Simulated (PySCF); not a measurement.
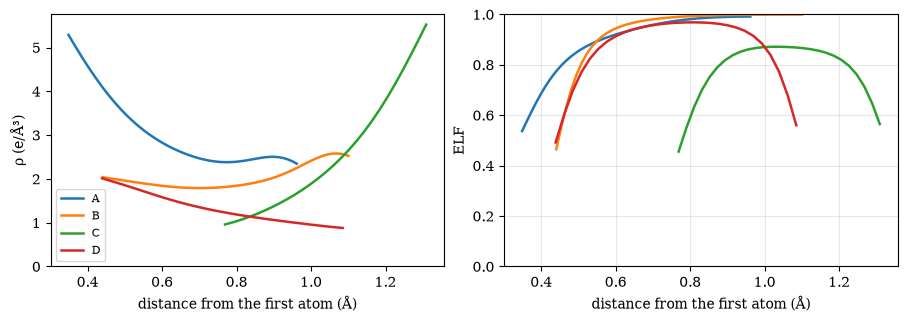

Figure. CH6O3Si (SMILES C[Si](O)(O)O). Total electron density and electron localisation function along straight lines between neighbouring atoms. The curves leave out the atomic cores.

Geometry: PBE0-D3(BJ)/def2-SVP.

These are results of wB97X-D/pcSseg-1, SCF density, in a chloroform solvent model, non-relativistic in PySCF 2.14.0, not measurements.

Input file:

```
{"job": {"xc": "wB97X-D", "basis": "pcSseg-1", "solvent": "chloroform", "kind": "nmr", "pop": true}, "charge": 0, "multiplicity": 1}
C      1.489689     0.018587    -0.446678
Si    -0.280676    -0.010344     0.077402
O     -0.412125     0.193328     1.722858
O     -0.980012    -1.465905    -0.317314
O     -1.118278     1.212080    -0.677311
H      2.089829    -0.661955     0.175791
H      1.906397     1.032435    -0.349239
H      1.589408    -0.295031    -1.496633
H     -0.935616     0.953679     1.991410
H     -1.420922    -1.904075     0.416916
H     -1.922271     0.929872    -1.123166
```

Run with:

```sh
OMP_NUM_THREADS=1 python ens_run.py task.json out
```

Which curve belongs to which contact (C–H, C–Si, O–H and Si–O)? The first atom named is at distance zero.

Answer. Curve A: O–H (0.96 Å): the density is about 3.7 e/Å³ at the midpoint; the ELF climbs to about 1 towards the hydrogen, as it does in any bond to H; a covalent bond by its length. Curve B: C–H (1.10 Å): the density is about 1.9 e/Å³ at the midpoint; the ELF climbs to about 1 towards the hydrogen (an ordinary covalent bond to hydrogen). Curve C: Si–O (1.66 Å): ρ is about 1.1 e/Å³ halfway; the ELF peaks at about 0.85 between the atoms (a polar covalent bond). Curve D: C–Si (1.85 Å): ρ at the midpoint is about 1 e/Å³; the ELF peaks at about 0.95 between the atoms: a shared electron pair.
